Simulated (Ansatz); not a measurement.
**[S2]−: levels of theory compared**

Wanted: a comparison of 6 runs (UHF/STO-3G, U-wB97X/STO-3G, UB3LYP/STO-3G, UBHLYP/STO-3G, UMP2/STO-3G, UCCSDT/STO-3G) of [S2]−. 

The calculation is run with Ansatz 0.2.0.

31 further runs of the same task are left out: 28 that didn't finish, 3 set aside as unsound or not needed.

## Step 1: Starting point

[S2]− has 2 atoms, charge -1, and is taken as a doublet. The S2–S1 distance was set to 2.472 Å, away from the relaxed value.

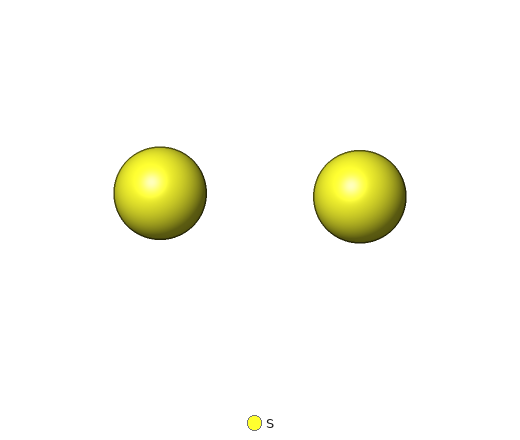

Viewed from a chosen angle; sulfur yellow.

## Step 2: A single-point energy at UHF/STO-3G (run 1)

molecule.yaml

```yaml
crystal:
  periodic: [false, false, false]
  atoms:
    - {symbol: S, position_ang: [1.017815, -0.864607, -0.644994]}
    - {symbol: S, position_ang: [-0.678550, 0.576410, 0.430000]}
basis:
  gaussian:
    orbitals: STO-3G
total_charge: -1
magnetization:
  spin_polarized: true
  initial_magnetization: 1
hamiltonian:
  xc: hf
accuracy: high
```

Started as:

```sh
$ ansatz run molecule.yaml --threads 1 --pin off --max-ram 2610MiB --events-out events.jsonl --progress --plain --runs-dir runs
```

Output:

```text
Warning: RAYON_NUM_THREADS=1 ignored (pool sized by the plan → 1); use --threads N
Functional definition: HF
  name "HF"
  exchange = exact_x
  correlation = 0
287 factors; integrals over basis functions are off by at most 8.3e-9 eV
mean field evaluation 1: about -21389.4484 eV, gradient 1.0e0 eV
mean field evaluation 2: about -21389.4669 eV, gradient 1.0e0 eV
mean field evaluation 4: about -21389.4713 eV, gradient 3.4e-4 eV
mean field evaluation 8: about -21389.4712 eV, gradient 6.6e-2 eV
mean field evaluation 16: about -21389.4713 eV, gradient 1.8e-9 eV
mean field evaluation 32: about -21390.4944 eV, gradient 9.6e-9 eV
mean field evaluation 64: about -21390.4758 eV, gradient 2.9e-1 eV
mean field evaluation 96: about -21390.1255 eV, gradient 1.6e0 eV
mean field evaluation 128: about -21389.4484 eV, gradient 1.0e0 eV
mean field -21390.49443581 eV, -786.0861715182 hartree, gradient 8.0e-9 eV, S^2 0.914715; 8 other end points of the search recorded, 0 dependent functions left out
reference -21390.49443581 eV, -786.0861715182 hartree; 17, 16 occupied and 1, 2 virtual orbitals, 287 factors
Total energy: -21390.49443581 eV, -786.0861715182 hartree
```

It took 0.32 s on 1 thread of Arm Neoverse V1, shared host.

## Step 3: A single-point energy at U-wB97X/STO-3G (run 2)

run.yaml

```yaml
crystal:
  periodic: [false, false, false]
  atoms:
    - {symbol: S, position_ang: [1.017815, -0.864607, -0.644994]}
    - {symbol: S, position_ang: [-0.678550, 0.576410, 0.430000]}
basis:
  gaussian: {orbitals: STO-3G}
total_charge: -1
magnetization: {spin_polarized: true, initial_magnetization: 1}
hamiltonian: {xc: {name: wB97X}}
accuracy: high
```

Started as:

```sh
$ ansatz run run.yaml --threads 1 --pin off --max-ram 2610MiB --events-out events.jsonl --progress --plain --runs-dir runs
```

Output, cut to the lines that bear on the results:

```text
Warning: RAYON_NUM_THREADS=1 ignored (pool sized by the plan → 1); use --threads N
Functional definition: wB97X
  name "wB97X"
[...]
      + exact_x_lr(omega)
[...]
      + integral(e_c_pw_opposite_spin*poly(b97_u_opposite, 1, cos1, cos2, cos3, cos4))
287 factors; integrals over basis functions are off by at most 8.3e-9 eV
104 factors; integrals over basis functions are off by at most 9.4e-10 eV
[...]
mean field -21423.38855193 eV, -787.2950079892 hartree, gradient 9.5e-9 eV, S^2 0.750127; 3 other end points of the search recorded, 0 dependent functions left out
reference -21423.38855090 eV, -787.2950079512 hartree; 17, 16 occupied and 1, 2 virtual orbitals, 287 factors
Total energy: -21423.38855090 eV, -787.2950079512 hartree
```

Wall time 7.5 s (1 thread of Arm Neoverse V1, shared host); peak memory 0.3 GiB.

## Step 4: The energy at UB3LYP/STO-3G (run 3)

job.yaml

```yaml
crystal:
  periodic: [false, false, false]
  atoms:
    - {symbol: S, position_ang: [1.017815, -0.864607, -0.644994]}
    - {symbol: S, position_ang: [-0.678550, 0.576410, 0.430000]}
basis:
  gaussian:
    orbitals: STO-3G
total_charge: -1
magnetization:
  spin_polarized: true
  initial_magnetization: 1
hamiltonian:
  xc: {name: B3LYP}
accuracy: high
```

Started as:

```sh
$ ansatz run job.yaml --threads 1 --pin off --max-ram 2610MiB --events-out events.jsonl --progress --plain --runs-dir runs
```

Output:

```text
Warning: RAYON_NUM_THREADS=1 ignored (pool sized by the plan → 1); use --threads N
Functional definition: B3LYP
  name "B3LYP"
  parameter a0 = 0.2
  parameter ax = 0.72
  parameter ac = 0.81
  exchange = (1 - a0 - ax)*slater_x + ax*b88_x + a0*exact_x
  correlation = (1 - ac)*vwn_rpa_c + ac*lyp_c
287 factors; integrals over basis functions are off by at most 8.3e-9 eV
mean field evaluation 1: about -21423.8520 eV, gradient 1.6e0 eV
mean field evaluation 2: about -21423.8853 eV, gradient 3.3e-1 eV
mean field evaluation 4: about -21423.8720 eV, gradient 6.3e-2 eV
mean field evaluation 8: about -21423.8721 eV, gradient 1.4e-4 eV
mean field evaluation 16: about -21423.8727 eV, gradient 3.5e-5 eV
mean field evaluation 32: about -21423.8721 eV, gradient 1.2e-9 eV
mean field -21423.87205945 eV, -787.3127765628 hartree, gradient 1.2e-9 eV, S^2 0.750069; 5 other end points of the search recorded, 0 dependent functions left out
reference -21423.87208218 eV, -787.3127773980 hartree; 17, 16 occupied and 1, 2 virtual orbitals, 287 factors
Total energy: -21423.87208218 eV, -787.3127773980 hartree
```

Wall time 1.6 s (1 thread of Arm Neoverse V1, shared host); peak memory 0.11 GiB.

Runs 4 to 5 aren't shown in full; the table further down has their settings and results.

## Step 5: The energy at UCCSDT/STO-3G (run 6)

molecule.yaml

```yaml
crystal:
  periodic: [false, false, false]
  atoms:
    - {symbol: S, position_ang: [1.017815, -0.864607, -0.644994]}
    - {symbol: S, position_ang: [-0.678550, 0.576410, 0.430000]}
basis:
  gaussian: {orbitals: STO-3G}
total_charge: -1
magnetization: {spin_polarized: true, initial_magnetization: 1}
correlation: {method: ccsdt, frozen_orbitals: {S: 5}}
accuracy: high
scf: {omitted_lower_state_checks: [cluster_reference, increment]}
```

Started as:

```sh
$ ansatz run molecule.yaml --threads 1 --pin off --max-ram 2610MiB --events-out events.jsonl --progress --plain --runs-dir runs
```

Output, cut to the lines that bear on the results:

```text
Warning: RAYON_NUM_THREADS=1 ignored (pool sized by the plan → 1); use --threads N
Functional definition: HF
  name "HF"
[...]
287 factors; integrals over basis functions are off by at most 8.3e-9 eV
[...]
mean field -21390.49443581 eV, -786.0861715182 hartree, gradient 8.0e-9 eV, S^2 0.914715; 19 other end points of the search recorded, 0 dependent functions left out
10 core orbitals not correlated: weight in the atoms' cores, before any rotation towards them, 1.000 or more for the frozen orbitals, at most 0.000 for the correlated occupied ones
reference -21390.49443581 eV, -786.0861715182 hartree; 7, 6 occupied and 1, 2 virtual orbitals, 287 factors
second order -0.45260621 eV of doubles, -0.00000000 eV of singles
cycle   1  -0.61137812 eV  change   -1.6e-1 eV  update   6.8e-2
[...]
cycle  42  -1.34308466 eV  change   6.1e-10 eV  update  3.4e-10
Total energy: -21391.83752048 eV, -786.1355289693 hartree
Checks for a lower state left out: cluster_reference, increment
```

It took 0.66 s on 1 thread of Arm Neoverse V1, shared host.

## Step 6: Overview of the runs

| run | level | frozen core orbitals | energy (Eh) | ⟨S²⟩ | wall time |
| --- | --- | --- | --- | --- | --- |
| 1 | UHF/STO-3G | – | -786.086172 | 0.915 | 0.32 s |
| 2 | U-wB97X/STO-3G | – | -787.295008 | 0.750 | 7.5 s |
| 3 | UB3LYP/STO-3G | – | -787.312777 | 0.750 | 1.6 s |
| 4 | UBHLYP/STO-3G | – | -787.315794 | 0.766 | 2.5 s |
| 5 | UMP2/STO-3G | 10 | -786.102804 | 0.915 | 0.44 s |
| 6 | UCCSDT/STO-3G | 10 | -786.135529 | 0.915 | 0.66 s |

## Step 7: Outcome

| quantity | value |
| --- | --- |
| run 6: total energy | -786.13553 Eh |
| run 6: correlation energy (10 core orbitals frozen) | -49.4 mEh |
| run 6: ⟨S²⟩ of the reference determinant | 0.915 |
| run 6: T1 diagnostic | 0.127 |

Below the UHF energy at the same shape and in the same basis (STO-3G): UMP2 -16.6 mEh; UCCSDT -49.4 mEh. Totals of different functionals can't be ranked against each other. In runs 1, 2, 3, 4, 5, 6 the basis is minimal, so the values are rough. Spin contamination of the reference: run 1 ⟨S²⟩ = 0.91, run 5 ⟨S²⟩ = 0.91, run 6 ⟨S²⟩ = 0.91. All runs together took 13 s, the longest 7.5 s.
